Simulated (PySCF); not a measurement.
C₅H₆ClFS

Input file:

```
{"job": {"kind": "nmr", "xc": "PBE0", "basis": "pcSseg-1"}, "charge": 0, "multiplicity": 1}
F     -2.292749     0.946813    -0.120941
C     -1.129606     0.421464     0.337017
Cl    -1.308259     0.219671     2.124129
C     -0.776421    -0.908438    -0.313369
C      0.732223    -1.008576    -0.086314
C      1.229999     0.430998    -0.251470
C      0.073191     1.304566     0.114221
S      0.082578     2.913316     0.232362
H     -1.010695    -0.830773    -1.377408
H     -1.335633    -1.738335     0.113109
H      1.206967    -1.693598    -0.785308
H      0.923776    -1.355661     0.929190
H      2.106730     0.660417     0.354333
H      1.497222     0.637664    -1.291717
```

Command:

```sh
OMP_NUM_THREADS=1 python probes_run.py task.json out
```

Geometry: GFN2-xTB.

Method: PBE0/pcSseg-1, SCF density, gas phase, non-relativistic in PySCF 2.14.0.

What will maps of the electron density and electron localisation function show?

C–C (1.50 Å): the density is about 1.8 e/Å³ at the midpoint; the ELF peaks at about 0.95 between the atoms, as expected for a covalent bond.
C–S (1.61 Å): ρ is about 1.6 e/Å³ halfway; the ELF peaks at about 0.90 between the atoms, as expected for localised, covalent bonding.

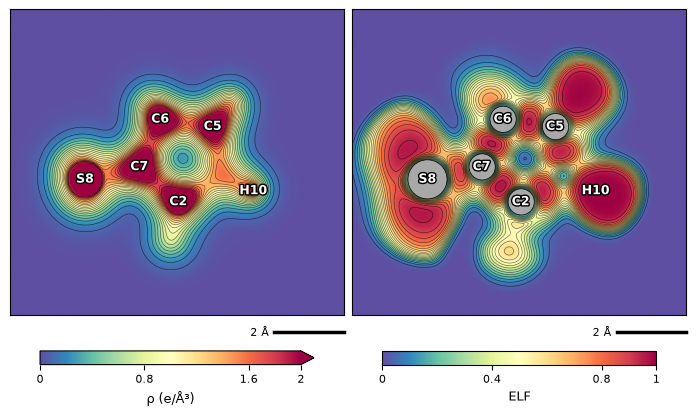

Computed electron density and electron localisation function on the plane of atoms C2, C7 and C6, in this order. Grey discs cover the atomic cores in the ELF map. 
